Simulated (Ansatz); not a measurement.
Effect of Se → As on Se

Start from Se (space group P3_121, No. 152; a = 4.039 Å, c = 5.120 Å; made of chains).

Modification: every Se is replaced by As, then cell and atoms are relaxed.

The values are results of PBEsol in Ansatz (plane waves to 420 eV, PAW, no spin-orbit coupling), earlier PAW set, not measurements. Settings: 17×17×17 k-points, 0.05 eV Fermi–Dirac smearing, for the changed cell.

```
quantity                                   base          changed         shift
-----------------------------  ----------------  ---------------  ------------
volume per atom                        24.11 Å³         19.46 Å³     -4.658 Å³
density                              5.44 g/cm³       6.39 g/cm³  +0.957 g/cm³
space group                    P3_121 (No. 152)  Pm-3m (No. 221)             –
shortest interatomic distance           2.437 Å          2.690 Å      +0.253 Å
band gap                                0.39 eV             zero             –
```

Final structure:

```
CELL_PARAMETERS angstrom
      2.68960     0.00000     0.00000
      0.00000     2.68960     0.00000
      0.00000     0.00000     2.68960
ATOMIC_POSITIONS crystal
  As 0.00000 0.00000 0.00000
```

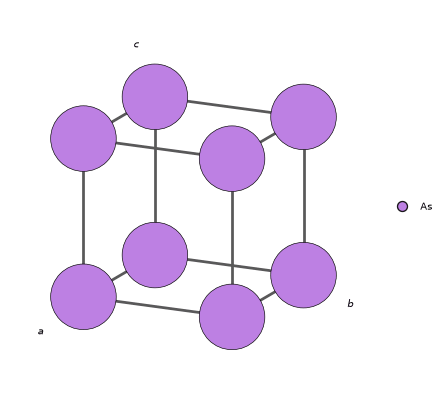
The relaxed conventional cell after the change

Cost of the whole job for the changed cell (relaxation, final SCF and bands): about 110 core-seconds (a rough figure).

Whether these cells are dynamically stable was not tested. For As in this form, whether it has been made was not checked. No dispersion term is included in the PBEsol runs. This is not the structure that As has at room temperature and ambient pressure.

Ansatz is a first-principles code.
